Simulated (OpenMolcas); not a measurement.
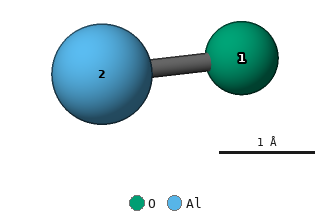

The input geometry (ball-and-stick view, seen at a tilt; atoms are numbered from 1 in the order of the input). Sticks mark near contacts. Bond lengths as drawn: Al–O 1.57 Å.

## AlO (charge +1): single-point calculation

- system: AlO (oxoaluminum), charge +1
- method: r2SCAN/STO-3G, RKS (OpenMolcas 26.06)

The geometry is that of the parent species in another charge or spin state. The geometry comes from this level: GFN2-xTB.

## Log
```
--- Start Module: gateway ---

                                              &GATEWAY

                       available to each process: 1.9 GB of memory, 1 thread

 Basis Set     1 Label: O.STO-3G
 Basis set is read from library:.
 basistype.tbl is not found

 Basis Set     2 Label: AL.STO-3G
 Basis set is read from library:.
 basistype.tbl is not found

++    Symmetry information:
      ---------------------

                    Character Table for C1

                             E
                    a        1  x, y, xy, Rz, z, xz, Ry, yz, Rx, I
--

++    Basis set information:
      ----------------------

      Basis set label: O.STO-3G.........

      Electronic valence basis set:
      ------------------
      Associated Effective Charge   8.000000 au
      Associated Actual Charge      8.000000 au
      Nuclear Model: Point charge

      Shell  nPrim  nBasis  Cartesian Spherical Contaminant
         s       6       2        X
         p       3       1        X

      Basis set label: AL.STO-3G.........

      Electronic valence basis set:
      ------------------
      Associated Effective Charge  13.000000 au
      Associated Actual Charge     13.000000 au
      Nuclear Model: Point charge

      Shell  nPrim  nBasis  Cartesian Spherical Contaminant
         s       9       3        X
         p       6       2        X
--

++    Molecular structure info:
      -------------------------

                    ************************************************
                    **** Cartesian Coordinates / bohr, angstrom ****
                    ************************************************

     Center  Label                x              y              z                     x              y              z
        1      O1               0.000000       0.000000       0.000000              0.000000       0.000000       0.000000
        2      AL2              0.000000       0.000000       2.966965              0.000000       0.000000       1.570050
--

            Nuclear Potential Energy             35.05266072 au

--- Stop Module: gateway /rc=_RC_ALL_IS_WELL_ ---

--- Start Module: seward ---

                                              &SEWARD

                       available to each process: 1.9 GB of memory, 1 thread

               SEWARD will generate:
                  Multipole Moment integrals up to order  2
                  Kinetic Energy integrals
                  Nuclear Attraction integrals (point charge)
                  One-Electron Hamiltonian integrals
                  Velocity integrals
                  Orbital angular momentum around (  0.0000   0.0000   1.8627 )
                  Velocity quadrupole around (  0.0000   0.0000   1.8627 )
                  Two-Electron Repulsion integrals

                   Integrals are discarded if absolute value <: 1.00E-14
                   Integral cutoff threshold is set to       <: 1.00E-16

            Nuclear Potential Energy             35.05266072 au

      Basis set specifications :
      Symmetry species         a
      Basis functions           14

--- Stop Module: seward /rc=_RC_ALL_IS_WELL_ ---

--- Start Module: scf ---

                                                &SCF

                       available to each process: 1.9 GB of memory, 1 thread

 ###############################################################################
 ###     Minimized-density-differences option turned off!                    ###
 ###############################################################################
++    Input section:
      --------------

      Header of the integral files:

      Cartesian coordinates in angstrom:
      -----------------------------------------------------
      No.  Label        X            Y            Z
      -----------------------------------------------------
       1   O1         0.00000000   0.00000000   0.00000000
       2   AL2        0.00000000   0.00000000   1.57005000
      -----------------------------------------------------
      Nuclear repulsion energy =   35.05266072
--

++    Orbital specifications:
      -----------------------

      Symmetry species               1
                                     a
      Frozen orbitals                0
      Aufbau                        10
      Start temperature = 0.500
      End temperature   = 0.010
      Temperature Factor= 0.460
      Deleted orbitals               0
      Total number of orbitals      14
      Number of basis functions     14
--

      Molecular charge                           1.000

      Numerical integration parameters
      --------------------------------
      Radial quadrature type:                         MHL
      Size of radial grid:                            99
      Lebedev angular grid:                           41
      Angular grid pruned with the crowding factor:  1.00E+10
                                 and fading factor:  1.00E+01
      Screening threshold for integral computation:   1.00E-11
      Radial quadrature accuracy:                     1.00E-25
      Maximum batch size:                             128
      AO values are stored on disk
      The same grid will be used for all iterations.

      DFT functional specifications
      -----------------------------
      Using Libxc version: 6.2.2
      Please cite the following reference:
      S. Lehtola, C. Steigemann, M. J.T. Oliveira, and M. A.L. Marques.,  SoftwareX 7, 1–5 (2018) doi:10.1016/j.softx.2017.11.002

++    Optimization specifications:
      ----------------------------

      SCF Algorithm: Conventional
      D(i)-D(i-1) density differences are used
      Number of density matrices in core                 5
      Maximum number of NDDO SCF iterations            400
      Maximum number of HF SCF iterations              400
      Threshold for SCF energy change             1.00E-10
      Threshold for density matrix                1.00E-07
      Threshold for Fock matrix                   1.00E-07
      Threshold for linear dependence             1.00E-09
      Threshold at which DIIS is turned on        1.50E-01
      Maximum depth in the DIIS procedure                5
      Maximum depth in the BFGS Hessian update          30
      Threshold at which QNR/C2DIIS is turned on  7.50E-02
      Threshold for Norm(delta) (QNR/C2DIIS)      1.00E-05
      All orbitals punched on: SCFORB
--

      Input vectors read from INPORB
      Orbital file label: *Guess orbitals

++ Convergence information
                                   [...]      iterations: Energy and convergence statistics

Iter     Tot. [...]      One-elec.       Two-elec.     Energy      Max Dij or  Max Fij      DNorm      TNorm      AccCon     Time
         Energy          Energy          Energy        Change      Delta Norm                                                in Sec.
   1  -311.749736200  -524.899464816   178.097067892   0.00E+00    7.31E-02*   7.45E-01*    6.56E+00   6.69E+01   None         0.
   2  -312.735205453  -528.191150562   180.403284385  -9.85E-01*   6.20E-01*   1.92E-01*    2.27E+00   6.68E+01   EDIIS        0.
   3  -309.750604445  -521.306421661   176.503156492   2.98E+00*   4.19E-01*   1.28E-01*    3.93E+00   6.69E+01   EDIIS        0.
   4  -312.985759381  -525.652938179   177.614518074  -3.24E+00*   1.72E-01*   1.29E-01*    2.34E+00   6.68E+01   EDIIS        0.
   5  -312.800737375  -530.118304332   182.264906233   1.85E-01*   1.92E-01*   5.31E-02*    2.12E+00   6.69E+01   EDIIS        0.
   6  -313.292360176  -527.861307159   179.516286258  -4.92E-01*   4.90E-01*   3.49E-02*    1.31E+00   6.68E+01   EDIIS        0.
   7  -313.030280192  -525.556490451   177.473549535   2.62E-01*   3.03E-01*   1.28E-02*    1.59E+00   6.67E+01   EDIIS        0.
   8  -313.261110395  -526.713207513   178.399436393  -2.31E-01*   4.82E-02*   1.40E-02*    7.14E-01   6.68E+01   EDIIS        0.
   9  -313.303223856  -527.497005178   179.141120597  -4.21E-02*   2.54E-02*   2.40E-03*    2.56E-01   6.68E+01   EDIIS        0.
  10  -313.302581865  -527.395677098   179.040434509   6.42E-04*   6.58E-03*   1.21E-03*    7.16E-02   6.68E+01   EDIIS        0.

       Fermi aufbau procedure completed!
      nOcc=   10

  11  -313.303168130  -527.459253897   179.103425042  -5.86E-04*   5.19E-03*   5.48E-04*    2.79E-02   6.68E+01   c2DIIS       0.
  12  -313.303241532  -527.478842812   179.122940556  -7.34E-05*   1.56E-02*   1.82E-03*    1.07E-02   6.68E+01   QNRc2DIIS    0.
  13  -313.302820224  -527.571424103   179.215943154   4.21E-04*   1.33E-02*   1.14E-02*    6.20E-02   6.68E+01   QNRc2DIIS    0.
  14  -313.303251950  -527.492194886   179.136282211  -4.32E-04*   7.96E-05*   2.20E-05*    5.31E-02   6.68E+01   QNRc2DIIS    0.
  15  -313.303251956  -527.491947998   179.136035317  -5.95E-09*   8.77E-06    2.88E-06*    3.80E-04   6.68E+01   QNRc2DIIS    0.
  16  -313.303251956  -527.491908466   179.135995786  -6.64E-11    1.91E-06    9.92E-07*    5.20E-05   6.68E+01   QNRc2DIIS    0.
  17  -313.303251956  -527.491920045   179.136007364  -6.48E-12    2.21E-07    9.57E-08     1.15E-05   6.68E+01   QNRc2DIIS    0.

       Convergence after  17 Iterations
--

 *****************************************************************************************************************************
 *                                             SCF/KS-DFT Program, Final results                                             *
 *                                                       Final Results                                                       *
 *****************************************************************************************************************************

::    Total KS-DFT energy                            -313.3032519563
      One-electron energy                            -527.4919200451
      Two-electron energy                             179.1360073644
      Nuclear repulsion energy                         35.0526607245
      Kinetic energy (interpolated)                   307.7326925455
      Virial theorem                                    1.0181019422
      Total spin, S(S+1)                                0.0000000000
      Total spin, S                                     0.0000000000
      Max non-diagonal density matrix element           0.0000002990
      Max non-diagonal Fock matrix element              0.0000000863

      All orbitals with orbital energies smaller than  E(LUMO)+0.5 are printed

++    Molecular orbitals:
      -------------------

      Title: RKS-DFT orbitals

      Molecular orbitals for symmetry species 1: a

          Orbital            1         2         3         4         5         6         7         8         9        10
          Energy          -55.5020  -18.9579   -4.2699   -2.7488   -2.7420   -2.7420   -1.0855   -0.5275   -0.4225   -0.4225
          Occ. No.          2.0000    2.0000    2.0000    2.0000    2.0000    2.0000    2.0000    2.0000    2.0000    2.0000

          Orbital           11        12        13
          Energy           -0.3982   -0.1462   -0.1462
          Occ. No.          0.0000    0.0000    0.0000

--

++    Molecular charges:
      ------------------

      Mulliken charges per centre and basis function type
      ---------------------------------------------------

                O1      AL2
      1s       3.9387  5.0807
      2px      1.6682  2.3318
      2pz      0.9071  2.0735
      2py      1.6682  2.3318
      Total    8.1822 11.8178

      N-E     -0.1822  1.1822

      Total electronic charge=   20.000000

      Total            charge=    1.000000
--

++    Molecular properties:
      ---------------------

      Charge (e):
                      =    1.0000
      Dipole Moment (debye):
      Origin of the operator (angstrom)=    0.0000    0.0000    0.9857
                   X= -5.7388E-15               Y=  2.4689E-15               Z=  5.1148E+00           Total=  5.1148E+00
      Center of Charge (angstrom)
                     X=   -0.00000000               Y=    0.00000000               Z=    2.05057932
      Quadrupole Moment (debye*angstrom):
      Origin of the operator (angstrom)=    0.0000    0.0000    0.9857
                  XX= -1.0465E+01              XY=  3.4938E-15              XZ= -2.1808E-15              YY= -1.0465E+01
                  YZ=  1.3740E-15              ZZ= -7.1483E+00
      In traceless form (debye*angstrom)
                  XX= -1.6582E+00              XY=  5.2407E-15              XZ= -3.2713E-15              YY= -1.6582E+00
                  YZ=  2.0611E-15              ZZ=  3.3164E+00
--

--- Stop Module: scf /rc=_RC_ALL_IS_WELL_ ---
--- Module scf spent 2 seconds ---

.##################.
.# Happy landing! #.
.##################.

    Timing: Wall=3.68 User=2.75 System=0.92
```

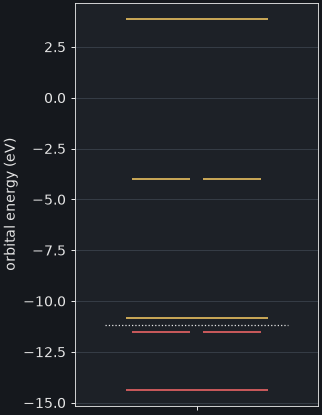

Orbital energies near the frontier; the dotted line parts filled from empty levels, and levels within 0.02 eV of each other stand side by side. Highest filled −11.50 eV, lowest empty −10.83 eV, 0.67 eV apart.

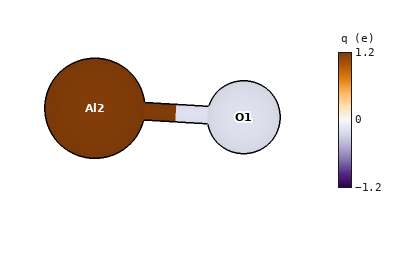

Mulliken charges, as the colour of each atom (ball-and-stick view, seen at an oblique angle; atoms are numbered from 1 in the order of the input). By element: O −0.18 and Al +1.18 e.

The run was set up as follows.

## Input
```
>>> EXPORT MOLCAS_PRINT=2
&GATEWAY
BasLib
$CurrDir
Coord
2
bohr
O      0.00000000     0.00000000     0.00000000
Al     0.00000000     0.00000000     2.96696450
Basis
STO-3G
Group
NoSym
&SEWARD
GridInput
Grid=UltraFine
End of Grid
&SCF
Charge
1
KSDFT
2
1.0 MGGA_X_R2SCAN
1.0 MGGA_C_R2SCAN
Thresholds
1e-10 1e-07 1e-07 1e-05
PrOrbitals
1 1
```

Run as:
```bash
export MOLCAS_MEM=1860
pymolcas calc.input > calc.log
```

## Key numbers

| quantity | value |
| --- | --- |
| outcome | converged |
| total energy | −313.303252 hartree |
| basis functions | 14 |
| HOMO | −11.50 eV |
| LUMO | −10.83 eV |
| hardware | 1 thread of Arm Neoverse V1, 24 GiB of memory available, shared host |
| wall time | 3.9 s |
| peak memory | 0.37 GiB |
